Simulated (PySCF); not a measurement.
```xyz
12

B    -1.0207    2.1196    0.2556
C    -0.5822    0.6988    0.5324
C    -1.2613   -0.3624    1.0390
O    -0.4441   -1.4324    1.0998
Si    0.8896   -0.5020    0.4591
C     1.4062   -1.2069   -1.1636
C     1.7313   -1.6433   -2.2356
H    -2.1311    2.4272    0.4702
H    -0.2626    2.9058   -0.1665
H    -2.2772   -0.4837    1.3846
H     1.9349   -0.4884    1.4690
H     2.0184   -2.0330   -3.1701
```

Geometry: GFN2-xTB.

Method: PBE0/pcSseg-1, SCF density, gas phase, non-relativistic (PySCF 2.14.0).

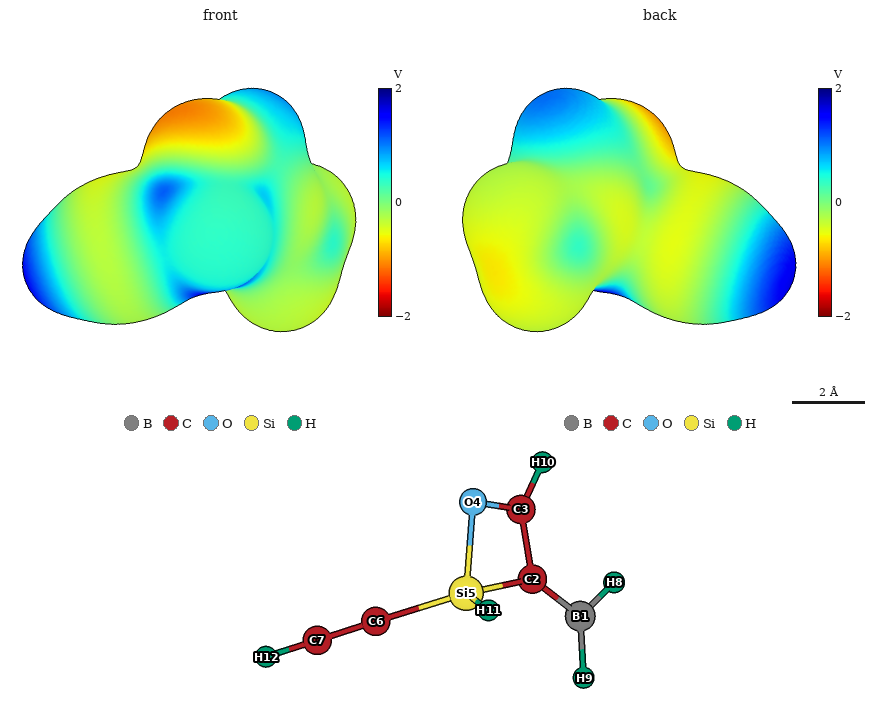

C₄H₅BOSi. The electrostatic potential painted on the density surface at 0.001 e/bohr³, seen from the front and from behind; red is negative and blue positive. The bare structure is drawn below in the same view.

> Which sites attract a positive test charge, and which a negative one?

A positive charge is drawn to the negative regions and a negative charge to the positive ones. The most negative region (about −1.1 V, or −25 kcal/mol for a unit charge) lies over O4, the most positive (about +1.6 V, or +37 kcal/mol for a unit charge) over Si5 and H12. O4 is the likeliest acceptor of a hydrogen bond.

> What dipole moment does the calculation give?

Its dipole moment is 1.68 D.
